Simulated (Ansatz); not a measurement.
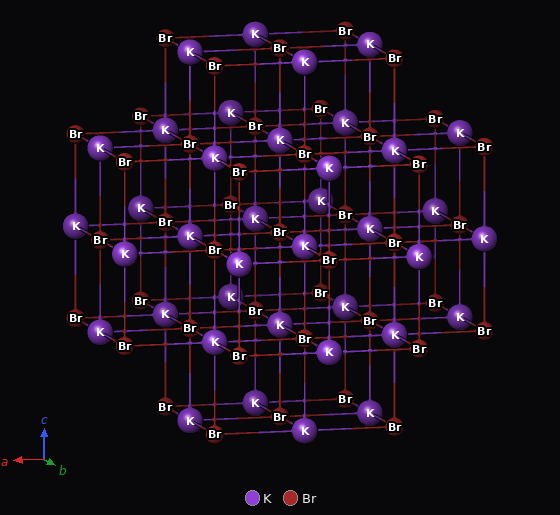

KBr (space group Fm-3m, No. 225). Coordinates: the geometry relaxed with Ansatz, DFT, r2SCAN, plane waves, PAW; the starting structure was generated, so it need not be a known form of this composition.

Bonds are taken as Br–K below 3.7 Å. Atoms with one bond or none are removed and atoms with two bonds are replaced by edges, until no such atom is left.

What kind of net remains, and which atoms are its nodes?

Answer. A uninodal 6-connected, three-periodic net: K and Br are 6-connected nodes.

Name the underlying net.

Answer. It is the pcu net, known from NaCl, ReO3 and the B-X framework of perovskite.

Is the net interpenetrated?

Answer. It is a single net, without interpenetration.

Give the first four terms of the coordination sequence (nodes one, two, three … edges away).

Answer. K and Br: 6, 18, 38, 66.

Give the point symbol of each node (shortest cycle at each angle).

Answer. K and Br: 4^12.6^3.

The simplified net, drawn on the atoms' positions. Nodes are coloured by element. Short stubs are edges that leave the cut-out.

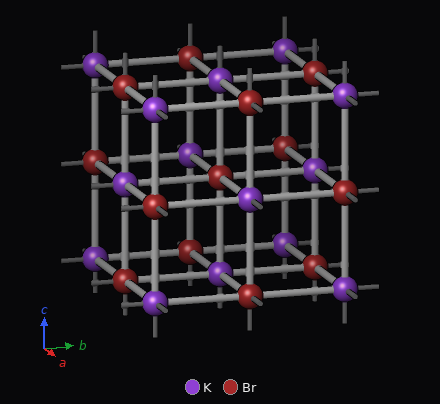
